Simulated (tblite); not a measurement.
# Saddle-point search of C₇H₁₄O

The run: saddle-point search of C₇H₁₄O. Method and program: GFN2-xTB saddle search (eigenvector following) and harmonic vibrations, gas phase (tblite 0.8.0).

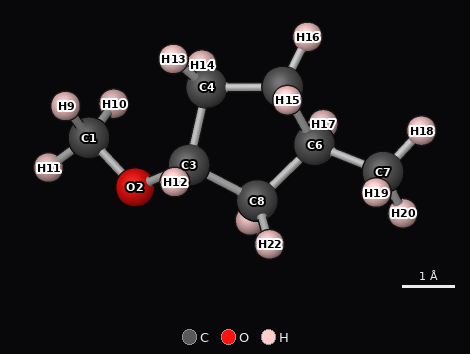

*The input geometry (ball-and-stick view, seen at a tilt; atoms are numbered from 1 in the order of the input).*

## Key numbers

| quantity | value |
| --- | --- |
| outcome | converged |
| total energy | −712.8939 eV |
| point group | C1 |
| hardware | 1 CPU thread, shared host |
| wall time | 11 s |
| peak memory | 0.19 GiB |

## Input
```
{"job": {"xc": "GFN2-xTB", "basis": "xTB", "kind": "saddle"}, "charge": 0, "multiplicity": 1}
C      3.043894    -0.616176    -0.086807
O      2.080640    -0.019339    -0.911312
C      0.915501     0.535121    -0.314290
C      0.576567     0.135770     1.128184
C     -0.937044     0.303317     1.184544
C     -1.403742    -0.316014    -0.135984
C     -2.795475     0.129691    -0.555920
C     -0.310538     0.087781    -1.139872
H      3.362336     0.043533     0.727048
H      2.692222    -1.565163     0.335773
H      3.893508    -0.820162    -0.737033
H      1.023907     1.631356    -0.352556
H      1.098309     0.747463     1.863640
H      0.828015    -0.911272     1.297290
H     -1.198103     1.362867     1.211799
H     -1.379732    -0.181832     2.055164
H     -1.406175    -1.405232    -0.023280
H     -3.529336    -0.164507     0.191026
H     -2.828780     1.211176    -0.670245
H     -3.068703    -0.327322    -1.504295
H     -0.009795    -0.750473    -1.767617
H     -0.647475     0.889416    -1.795257
```

The first line tells a small driver script what to run in tblite; the rest is the geometry in Å.

Launch command:
```bash
OMP_NUM_THREADS=1 python <driver script> task.json out
```

## The program's output
```
step      E/eV     max force
  0    -712.89593   0.0453
  1    -712.89236   0.1560
  2    -712.89540   0.0359
  3    -712.89396   0.0674
  4    -712.89230   0.1016
  5    -712.89210   0.1164
  6    -712.89320   0.0081
  7    -712.89348   0.0358
  8    -712.89338   0.0037
  9    -712.89356   0.0103
 10    -712.89371   0.0117
 11    -712.89382   0.0062
 12    -712.89387   0.0164
 13    -712.89389   0.0014
lowest wavenumbers (cm-1): -127.0 24.2 187.3 207.6 234.3 251.0
```

## Trajectory as extended XYZ (Å, eV, eV/Å), 5 of the 12 frames kept, from step=0 to step=13
```
22
Properties=species:S:1:pos:R:3:forces:R:3 step=0 energy=-712.89593
C     3.0439   -0.6162   -0.0868    0.0100   0.0050   0.0330
O     2.0806   -0.0193   -0.9113    0.0080  -0.0190  -0.0100
C     0.9155    0.5351   -0.3143    0.0050  -0.0110  -0.0030
C     0.5766    0.1358    1.1282    0.0290  -0.0110   0.0000
C    -0.9370    0.3033    1.1845   -0.0200  -0.0110   0.0220
C    -1.4037   -0.3160   -0.1360   -0.0020  -0.0150  -0.0010
C    -2.7955    0.1297   -0.5559   -0.0070   0.0100  -0.0160
C    -0.3105    0.0878   -1.1399   -0.0120   0.0030  -0.0110
H     3.3623    0.0435    0.7270    0.0110   0.0090   0.0060
H     2.6922   -1.5652    0.3358    0.0400   0.0030   0.0210
H     3.8935   -0.8202   -0.7370    0.0240   0.0080   0.0080
H     1.0239    1.6314   -0.3526   -0.0160  -0.0190  -0.0300
H     1.0983    0.7475    1.8636    0.0040  -0.0180   0.0000
H     0.8280   -0.9113    1.2973   -0.0090   0.0010   0.0120
H    -1.1981    1.3629    1.2118    0.0110   0.0030  -0.0110
H    -1.3797   -0.1818    2.0552    0.0240   0.0080  -0.0270
H    -1.4062   -1.4052   -0.0233    0.0040   0.0070  -0.0090
H    -3.5293   -0.1645    0.1910   -0.0140   0.0170   0.0070
H    -2.8288    1.2112   -0.6702   -0.0220  -0.0040   0.0040
H    -3.0687   -0.3273   -1.5043   -0.0090   0.0100  -0.0030
H    -0.0098   -0.7505   -1.7676   -0.0320   0.0180  -0.0200
H    -0.6475    0.8894   -1.7953   -0.0270   0.0060   0.0280
22
Properties=species:S:1:pos:R:3:forces:R:3 step=3 energy=-712.89396
C     3.0445   -0.6064   -0.0830    0.0260  -0.0100   0.0200
O     2.1054    0.0323   -0.9069   -0.0070  -0.0130   0.0220
C     0.9098    0.5349   -0.3219    0.0050  -0.0030  -0.0090
C     0.5833    0.1324    1.1213    0.0030  -0.0030  -0.0010
C    -0.9303    0.2986    1.1841   -0.0030  -0.0030   0.0020
C    -1.4081   -0.3229   -0.1325   -0.0020  -0.0020  -0.0020
C    -2.7928    0.1493   -0.5517   -0.0020   0.0030  -0.0010
C    -0.3091    0.0538   -1.1422   -0.0010   0.0020  -0.0040
H     3.3141   -0.0018    0.7917   -0.0110  -0.0260  -0.0540
H     2.6978   -1.5928    0.2545    0.0370   0.0560  -0.0060
H     3.9285   -0.7437   -0.7077   -0.0320   0.0040   0.0380
H     0.9748    1.6339   -0.3685    0.0030  -0.0150  -0.0050
H     1.1069    0.7440    1.8553    0.0010  -0.0050   0.0000
H     0.8374   -0.9142    1.2890   -0.0030  -0.0030   0.0010
H    -1.1893    1.3587    1.2090    0.0020   0.0000  -0.0010
H    -1.3667   -0.1840    2.0579    0.0020   0.0010  -0.0040
H    -1.4322   -1.4109   -0.0133    0.0000   0.0050  -0.0030
H    -3.5298   -0.1178    0.2031    0.0010   0.0040  -0.0020
H    -2.8049    1.2299   -0.6780   -0.0040  -0.0030   0.0010
H    -3.0828   -0.3117   -1.4932   -0.0020   0.0050   0.0020
H    -0.0078   -0.7992   -1.7492   -0.0080   0.0080  -0.0020
H    -0.6486    0.8375   -1.8178   -0.0030   0.0000   0.0090
22
Properties=species:S:1:pos:R:3:forces:R:3 step=7 energy=-712.89348
C     3.0614   -0.5382   -0.0991   -0.0010   0.0010  -0.0010
O     2.1207    0.1276   -0.8992   -0.0140   0.0030   0.0050
C     0.8831    0.5204   -0.3185    0.0030   0.0020  -0.0100
C     0.5813    0.0944    1.1212    0.0010   0.0020  -0.0030
C    -0.9321    0.2562    1.1977   -0.0030  -0.0020  -0.0020
C    -1.4323   -0.3396   -0.1255   -0.0100  -0.0040  -0.0100
C    -2.7753    0.2345   -0.5592    0.0120   0.0060   0.0060
C    -0.2997   -0.0522   -1.1310   -0.0030  -0.0040  -0.0190
H     3.3142    0.0288    0.8033   -0.0010   0.0000   0.0010
H     2.7305   -1.5428    0.1898    0.0000   0.0000  -0.0010
H     3.9521   -0.6311   -0.7198   -0.0010   0.0010   0.0000
H     0.8576    1.6206   -0.3653    0.0010  -0.0140  -0.0010
H     1.1083    0.6979    1.8594    0.0000   0.0000   0.0000
H     0.8422   -0.9538    1.2695    0.0000   0.0010   0.0000
H    -1.1890    1.3160    1.2465    0.0000  -0.0030   0.0000
H    -1.3608   -0.2416    2.0666    0.0000   0.0000  -0.0010
H    -1.5420   -1.4222   -0.0030    0.0010   0.0210  -0.0040
H    -3.5344    0.0371    0.1956    0.0130   0.0040  -0.0070
H    -2.7019    1.3115   -0.7004    0.0000  -0.0230   0.0030
H    -3.0979   -0.2153   -1.4956    0.0030   0.0040   0.0030
H     0.0301   -0.9617   -1.6345   -0.0110   0.0290   0.0170
H    -0.6160    0.6536   -1.8985    0.0090  -0.0240   0.0250
22
Properties=species:S:1:pos:R:3:forces:R:3 step=9 energy=-712.89356
C     3.0610   -0.5392   -0.0987   -0.0010   0.0000   0.0000
O     2.1195    0.1241   -0.9000   -0.0020   0.0000   0.0020
C     0.8834    0.5198   -0.3191    0.0000   0.0000  -0.0020
C     0.5814    0.0950    1.1209    0.0000   0.0000  -0.0010
C    -0.9320    0.2567    1.1974   -0.0010  -0.0010  -0.0010
C    -1.4322   -0.3392   -0.1256   -0.0030  -0.0010  -0.0030
C    -2.7751    0.2336   -0.5590    0.0040   0.0020   0.0020
C    -0.3003   -0.0509   -1.1311   -0.0010  -0.0020  -0.0050
H     3.3103    0.0276    0.8048    0.0000   0.0000   0.0000
H     2.7327   -1.5452    0.1885    0.0010   0.0020   0.0000
H     3.9532   -0.6287   -0.7177   -0.0010   0.0010   0.0000
H     0.8601    1.6198   -0.3665    0.0000  -0.0030   0.0000
H     1.1083    0.6991    1.8586    0.0000   0.0000   0.0000
H     0.8424   -0.9530    1.2700    0.0000   0.0000   0.0000
H    -1.1890    1.3165    1.2461    0.0000  -0.0010   0.0000
H    -1.3607   -0.2409    2.0664    0.0000   0.0000   0.0000
H    -1.5409   -1.4215   -0.0033    0.0000   0.0060  -0.0010
H    -3.5334    0.0358    0.1962    0.0040   0.0020  -0.0020
H    -2.7026    1.3101   -0.7002    0.0000  -0.0070   0.0010
H    -3.0977   -0.2163   -1.4952    0.0010   0.0020   0.0010
H     0.0284   -0.9591   -1.6359   -0.0030   0.0080   0.0050
H    -0.6169    0.6558   -1.8966    0.0030  -0.0070   0.0070
22
Properties=species:S:1:pos:R:3:forces:R:3 step=13 energy=-712.89389
C     3.0742   -0.4915   -0.1047    0.0000   0.0000   0.0000
O     2.1123    0.1434   -0.9049    0.0000   0.0000   0.0000
C     0.8661    0.4996   -0.3211    0.0000   0.0000   0.0000
C     0.5784    0.0663    1.1186    0.0000   0.0000   0.0000
C    -0.9352    0.2234    1.2057    0.0000   0.0000   0.0000
C    -1.4502   -0.3483   -0.1240   -0.0010   0.0000   0.0000
C    -2.7610    0.2907   -0.5641    0.0000   0.0000   0.0000
C    -0.3011   -0.1121   -1.1239    0.0000   0.0000   0.0000
H     3.3124    0.0861    0.7949    0.0000   0.0000   0.0000
H     2.7732   -1.5040    0.1891    0.0000   0.0000   0.0000
H     3.9657   -0.5607   -0.7272    0.0000   0.0000   0.0000
H     0.8053    1.5980   -0.3698    0.0000   0.0000   0.0000
H     1.1070    0.6686    1.8565    0.0000   0.0000   0.0000
H     0.8455   -0.9814    1.2592    0.0000   0.0000   0.0000
H    -1.1920    1.2820    1.2763    0.0000   0.0000   0.0000
H    -1.3572   -0.2893    2.0692    0.0000   0.0000   0.0000
H    -1.6134   -1.4239   -0.0064    0.0000   0.0010   0.0000
H    -3.5304    0.1353    0.1895    0.0000   0.0000   0.0000
H    -2.6326    1.3612   -0.7095    0.0000  -0.0010   0.0000
H    -3.1036   -0.1459   -1.4994    0.0000   0.0000   0.0000
H     0.0383   -1.0469   -1.5696    0.0000   0.0010   0.0010
H    -0.6015    0.5496   -1.9342    0.0000  -0.0010   0.0000
```
